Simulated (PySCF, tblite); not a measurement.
# C₅H₉N₃: a rotation path, then NMR shifts on frames, part 2 of 2

tblite 0.8.0 and PySCF 2.14.0. Atoms count from 0.

### 5 Nuclear shieldings: image 4, PBE0/pcSseg-1

Job settings and geometry (Å):

```
{"job": {"kind": "nmr", "xc": "PBE0", "basis": "pcSseg-1", "pop": false}, "charge": 0, "multiplicity": 1}
C     -1.253600     0.916200    -0.928000
C     -0.648900    -0.332200    -0.280600
C     -1.355000    -0.640100     1.041500
C      0.821700    -0.178000    -0.058800
C      1.691700    -0.724600     0.865400
N      2.931700    -0.264900     0.615800
N      2.896900     0.520800    -0.387200
N      1.639700     0.594500    -0.818000
H     -1.095100     1.786300    -0.294100
H     -0.821700     1.109000    -1.908100
H     -2.324000     0.778800    -1.061600
H     -0.806000    -1.179900    -0.962300
H     -1.217200     0.181000     1.741700
H     -2.420600    -0.774300     0.871500
H     -0.962900    -1.548400     1.490700
H      1.512600    -1.405500     1.670200
H      1.403800     1.173200    -1.608000
```

Method: GIAO PBE0/pcSseg-1 NMR shielding, non-relativistic, gas phase.

The program printed:

```text
coarse grid: 14200 points
cycle   1  E = -359.6083145719  dE =  1.385e+00  |g| = 4.711e-01  |ddm| = 3.791e+00
cycle   2  E = -359.5585294229  dE =  4.979e-02  |g| = 6.788e-01  |ddm| = 1.073e+00
cycle   3  E = -359.6603372349  dE = -1.018e-01  |g| = 1.534e-01  |ddm| = 6.689e-01
cycle   4  E = -359.6648154297  dE = -4.478e-03  |g| = 4.793e-02  |ddm| = 1.409e-01
cycle   5  E = -359.6653288764  dE = -5.134e-04  |g| = 8.790e-03  |ddm| = 4.675e-02
cycle   6  E = -359.6653406306  dE = -1.175e-05  |g| = 4.754e-03  |ddm| = 1.004e-02
cycle   7  E = -359.6653448617  dE = -4.231e-06  |g| = 9.870e-04  |ddm| = 3.503e-03
final grid: 137368 points
cycle   8  E = -359.7091420939  dE = -4.453e-05  |g| = 8.226e-03  |ddm| = 3.976e-02
cycle   9  E = -359.7091374683  dE =  4.626e-06  |g| = 9.435e-03  |ddm| = 1.550e-02
cycle  10  E = -359.7091583401  dE = -2.087e-05  |g| = 1.741e-03  |ddm| = 8.688e-03
cycle  11  E = -359.7091590163  dE = -6.763e-07  |g| = 3.019e-04  |ddm| = 1.677e-03
cycle  12  E = -359.7091590340  dE = -1.767e-08  |g| = 1.205e-04  |ddm| = 3.319e-04
cycle  13  E = -359.7091590371  dE = -3.094e-09  |g| = 3.103e-05  |ddm| = 1.159e-04
cycle  14  E = -359.7091590373  dE = -1.617e-10  |g| = 1.210e-05  |ddm| = 3.221e-05
converged SCF energy = -359.7091590373

GIAO shielding tensors (ppm)
atom      isotropic    diamagn.    paramagn.     s11        s22        s33       span
  0 C      164.586     248.832     -84.246    149.401    158.293    186.064     36.663
  1 C      159.518     243.240     -83.722    153.460    159.902    165.193     11.733
  2 C      163.557     248.225     -84.668    146.499    158.339    185.833     39.334
  3 C       38.408     255.764    -217.356    -28.667     11.714    132.177    160.844
  4 C       53.646     250.031    -196.385    -25.590     58.212    128.317    153.907
  5 N     -121.796     328.131    -449.927   -370.698   -187.077    192.388    563.086
  6 N     -128.026     313.341    -441.367   -391.562   -121.527    129.011    520.574
  7 N       16.662     324.733    -308.071   -142.062     73.684    118.364    260.426
  8 H       30.652      31.241      -0.589     27.947     28.323     35.686      7.740
  9 H       30.128      31.740      -1.613     24.859     28.796     36.728     11.869
 10 H       30.297      30.093       0.205     25.326     28.561     37.004     11.678
 11 H       28.656      30.692      -2.036     25.433     26.099     34.435      9.002
 12 H       30.608      30.949      -0.341     27.927     28.253     35.645      7.719
 13 H       30.456      29.997       0.458     25.565     28.567     37.235     11.670
 14 H       29.816      30.844      -1.028     24.509     28.345     36.594     12.085
 15 H       24.104      31.812      -7.707     21.039     22.499     28.775      7.737
 16 H       20.866      34.405     -13.539     16.354     20.167     26.076      9.722
```

Wall time 23 s (1 thread of Intel Xeon Platinum 8375C at 2.90GHz, shared host); peak memory 0.86 GiB.

In short: δ C3 148.5, C4 133.3, C1 27.4, C2 23.4, H16 10.85, H15 7.61 ppm.

### 6 NMR shieldings: image 6, PBE0/pcSseg-1

Job settings and geometry (Å):

```
{"job": {"kind": "nmr", "xc": "PBE0", "basis": "pcSseg-1", "pop": false}, "charge": 0, "multiplicity": 1}
C     -1.235600     0.678700    -1.146500
C     -0.657100    -0.384200    -0.212500
C     -1.349200    -0.335200     1.155100
C      0.818100    -0.226400    -0.041200
C      1.791900    -1.078000     0.444400
N      2.976300    -0.440100     0.412200
N      2.809900     0.735500    -0.053200
N      1.518800     0.896900    -0.333100
H     -1.132400     1.672600    -0.714200
H     -0.738200     0.656700    -2.114200
H     -2.294800     0.492600    -1.306700
H     -0.838000    -1.371200    -0.655000
H     -1.182600     0.628400     1.632700
H     -2.420400    -0.478800     1.034000
H     -0.965700    -1.114400     1.809200
H      1.712000    -2.084600     0.798100
H      1.179900     1.763500    -0.718700
```

Level: GIAO PBE0/pcSseg-1 NMR shielding, non-relativistic, gas phase.

The program printed:

```text
coarse grid: 14200 points
cycle   1  E = -359.6085993956  dE =  1.383e+00  |g| = 4.686e-01  |ddm| = 3.777e+00
cycle   2  E = -359.5622771864  dE =  4.632e-02  |g| = 6.667e-01  |ddm| = 1.049e+00
cycle   3  E = -359.6600659467  dE = -9.779e-02  |g| = 1.545e-01  |ddm| = 6.506e-01
cycle   4  E = -359.6646089000  dE = -4.543e-03  |g| = 4.765e-02  |ddm| = 1.406e-01
cycle   5  E = -359.6651161952  dE = -5.073e-04  |g| = 8.916e-03  |ddm| = 4.654e-02
cycle   6  E = -359.6651287050  dE = -1.251e-05  |g| = 4.694e-03  |ddm| = 1.031e-02
cycle   7  E = -359.6651328422  dE = -4.137e-06  |g| = 1.086e-03  |ddm| = 3.618e-03
final grid: 137368 points
cycle   8  E = -359.7090793310  dE = -5.472e-05  |g| = 8.426e-03  |ddm| = 5.022e-02
cycle   9  E = -359.7090752658  dE =  4.065e-06  |g| = 9.491e-03  |ddm| = 1.578e-02
cycle  10  E = -359.7090965188  dE = -2.125e-05  |g| = 1.595e-03  |ddm| = 8.519e-03
cycle  11  E = -359.7090970751  dE = -5.563e-07  |g| = 3.623e-04  |ddm| = 1.622e-03
cycle  12  E = -359.7090971007  dE = -2.563e-08  |g| = 1.349e-04  |ddm| = 3.694e-04
cycle  13  E = -359.7090971046  dE = -3.869e-09  |g| = 3.339e-05  |ddm| = 1.317e-04
cycle  14  E = -359.7090971048  dE = -2.001e-10  |g| = 1.273e-05  |ddm| = 3.436e-05
converged SCF energy = -359.7090971048

GIAO shielding tensors (ppm)
atom      isotropic    diamagn.    paramagn.     s11        s22        s33       span
  0 C      166.110     248.727     -82.617    152.575    158.546    187.209     34.634
  1 C      159.099     242.537     -83.438    150.450    162.782    164.065     13.616
  2 C      158.393     247.668     -89.275    138.297    152.674    184.208     45.911
  3 C       37.855     255.379    -217.523    -33.805     11.781    135.590    169.396
  4 C       52.844     250.564    -197.721    -25.743     58.768    125.507    151.250
  5 N     -122.615     328.364    -450.978   -372.006   -187.516    191.678    563.684
  6 N     -124.935     313.460    -438.396   -390.356   -116.531    132.081    522.436
  7 N       19.652     323.814    -304.161   -139.386     76.770    121.573    260.959
  8 H       30.512      31.910      -1.398     26.968     29.069     35.500      8.532
  9 H       30.189      30.728      -0.539     26.101     27.768     36.698     10.597
 10 H       30.173      29.843       0.330     25.456     28.077     36.986     11.530
 11 H       28.483      31.329      -2.846     24.237     26.840     34.374     10.137
 12 H       30.705      30.722      -0.017     27.253     29.443     35.419      8.166
 13 H       30.399      30.071       0.328     25.907     27.913     37.376     11.469
 14 H       30.155      30.432      -0.276     25.115     28.822     36.529     11.414
 15 H       24.090      31.693      -7.603     21.610     22.496     28.165      6.555
 16 H       20.923      34.271     -13.348     16.411     20.049     26.309      9.898
```

Wall time 23 s (1 thread of Intel Xeon Platinum 8375C at 2.90GHz, shared host); peak memory 0.86 GiB.

Key values: δ C3 149.1, C4 134.1, C2 28.5, C1 27.8, H16 10.79, H15 7.63 ppm.

### 7 NMR shieldings: image 8, PBE0/pcSseg-1

Job settings and geometry (Å):

```
{"job": {"kind": "nmr", "xc": "PBE0", "basis": "pcSseg-1", "pop": false}, "charge": 0, "multiplicity": 1}
C     -1.197400     0.399100    -1.294100
C     -0.667300    -0.416600    -0.111400
C     -1.366300    -0.013400     1.189800
C      0.808700    -0.254000     0.012000
C      1.860300    -1.139200    -0.100400
N      3.009700    -0.465800     0.097700
N      2.747400     0.761500     0.322000
N      1.426900     0.923800     0.277000
H     -1.048200     1.464400    -1.129800
H     -0.685000     0.116600    -2.210900
H     -2.261600     0.219000    -1.424000
H     -0.862700    -1.477100    -0.301100
H     -1.220900     1.044500     1.400000
H     -2.434400    -0.200600     1.111600
H     -0.976000    -0.588700     2.026400
H      1.850500    -2.189400    -0.304200
H      1.009300     1.827800     0.429600
```

Level: GIAO PBE0/pcSseg-1 NMR shielding, non-relativistic, gas phase.

The program printed:

```text
coarse grid: 14200 points
cycle   1  E = -359.6088381845  dE =  1.384e+00  |g| = 4.686e-01  |ddm| = 3.765e+00
cycle   2  E = -359.5635345486  dE =  4.530e-02  |g| = 6.641e-01  |ddm| = 1.047e+00
cycle   3  E = -359.6602094321  dE = -9.667e-02  |g| = 1.582e-01  |ddm| = 6.498e-01
cycle   4  E = -359.6649799438  dE = -4.771e-03  |g| = 4.784e-02  |ddm| = 1.435e-01
cycle   5  E = -359.6654911541  dE = -5.112e-04  |g| = 9.043e-03  |ddm| = 4.783e-02
cycle   6  E = -359.6655045708  dE = -1.342e-05  |g| = 4.541e-03  |ddm| = 1.066e-02
cycle   7  E = -359.6655084692  dE = -3.898e-06  |g| = 1.048e-03  |ddm| = 3.453e-03
final grid: 137368 points
cycle   8  E = -359.7099230355  dE = -5.174e-05  |g| = 8.391e-03  |ddm| = 4.790e-02
cycle   9  E = -359.7099196786  dE =  3.357e-06  |g| = 9.299e-03  |ddm| = 1.545e-02
cycle  10  E = -359.7099399127  dE = -2.023e-05  |g| = 1.593e-03  |ddm| = 8.454e-03
cycle  11  E = -359.7099404692  dE = -5.565e-07  |g| = 3.553e-04  |ddm| = 1.648e-03
cycle  12  E = -359.7099404933  dE = -2.409e-08  |g| = 1.378e-04  |ddm| = 3.600e-04
cycle  13  E = -359.7099404972  dE = -3.981e-09  |g| = 3.326e-05  |ddm| = 1.319e-04
cycle  14  E = -359.7099404974  dE = -1.892e-10  |g| = 1.392e-05  |ddm| = 3.587e-05
converged SCF energy = -359.7099404974

GIAO shielding tensors (ppm)
atom      isotropic    diamagn.    paramagn.     s11        s22        s33       span
  0 C      160.277     247.327     -87.050    147.821    149.148    183.862     36.041
  1 C      158.443     241.229     -82.786    149.326    162.844    163.160     13.834
  2 C      160.819     247.318     -86.500    148.386    150.102    183.967     35.581
  3 C       37.438     256.469    -219.031    -33.802      8.220    137.896    171.698
  4 C       54.120     250.551    -196.431    -21.478     63.867    119.971    141.449
  5 N     -121.165     328.754    -449.919   -373.879   -183.642    194.025    567.903
  6 N     -130.957     313.554    -444.511   -400.167   -122.581    129.878    530.045
  7 N       20.667     323.543    -302.876   -137.194     71.478    127.716    264.910
  8 H       30.633      31.277      -0.644     26.581     29.946     35.373      8.792
  9 H       30.274      29.969       0.305     26.091     28.272     36.459     10.369
 10 H       30.263      29.918       0.345     26.280     27.262     37.247     10.967
 11 H       28.624      31.899      -3.275     24.327     26.999     34.547     10.220
 12 H       30.617      31.329      -0.712     26.535     29.919     35.397      8.861
 13 H       30.252      29.898       0.354     26.216     27.327     37.213     10.996
 14 H       30.260      29.948       0.312     26.145     28.141     36.494     10.349
 15 H       24.193      31.661      -7.468     21.885     22.902     27.793      5.908
 16 H       20.883      34.160     -13.277     17.059     19.550     26.040      8.981
```

Wall time 22 s (1 thread of Intel Xeon Platinum 8375C at 2.90GHz, shared host); peak memory 0.86 GiB.

This run: δ C3 149.5, C4 132.8, C1 28.5, C0 26.6, H16 10.83, H15 7.52 ppm.

### 8 Comparing the runs: NMR shifts

Shifts (ppm) of some atoms, chosen among heavy atoms and hydrogens apart, with basis size and wall time:

```
  frame    C0    C2   H14   H12     N5     N6     N7  functions  time
image 0  27.1  27.1  1.42  1.31  391.7  391.7  253.1        181  30 s
image 2  27.8  21.8  1.61  1.44  388.7  398.1  252.3        181  22 s
image 4  22.3  23.4  1.90  1.11  389.5  395.8  251.1        181  23 s
image 6  20.8  28.5  1.56  1.01  390.3  392.7  248.1        181  23 s
image 8  26.6  26.1  1.46  1.10  388.9  398.7  247.1        181  22 s
```

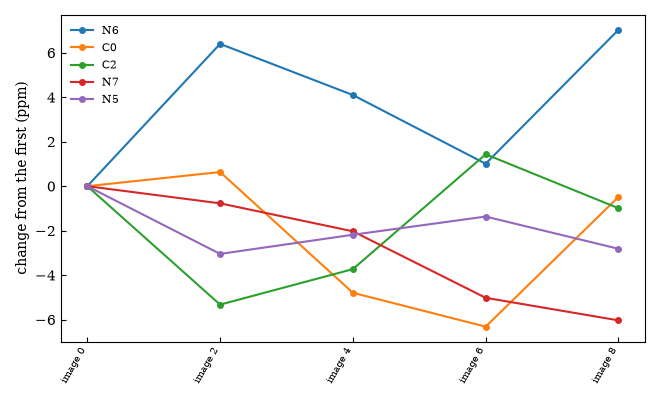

How five of the tabulated atoms move from run to run.

### 9 Summary of results

The summary covers parts 1 to 2.

| quantity | value |
| --- | --- |
| barrier | 0.034 eV (0.8 kcal/mol) at image 4 |
| end to end (GFN2-xTB) | -0.004 eV |
| 13C shifts against TMS (PBE0/pcSseg-1, image 0) | 150.9, 131.4, 29.6, 27.1, 27.1 ppm |
| 1H shifts against TMS (PBE0/pcSseg-1, image 0) | 10.69, 7.64, 2.85, 1.42, 1.42, 1.37, 1.37, 1.31, 1.30 ppm |
| 15N shifts against NH3 (PBE0/pcSseg-1, image 0) | 391.7, 391.7, 253.1 ppm |
| surface potential, 1st and 99th percentile | -2.12 V and 2.50 V |
| range of the shift of N6 | 391.7 to 398.7 ppm |

In words: Along the band the dihedral turns by 182°, and the top (dihedral -29°) lies 0.8 kcal/mol above the start (GFN2-xTB, rough), so at room temperature this motion is fast. The top was not checked by a frequency run. Shifts at one fixed geometry are not the observed spectrum, which averages over the motion. In the first frame run (image 0): The widest tensor belongs to N5: span 571 ppm, with a paramagnetic part of -451 ppm. NICS(1)zz of -33 ppm above the planar ring from C3 marks a diatropic (aromatic) ring current. In ppm, N6 moves most: its shift spreads over 7.0 ppm, from 391.7 (image 0) to 398.7 (image 8).
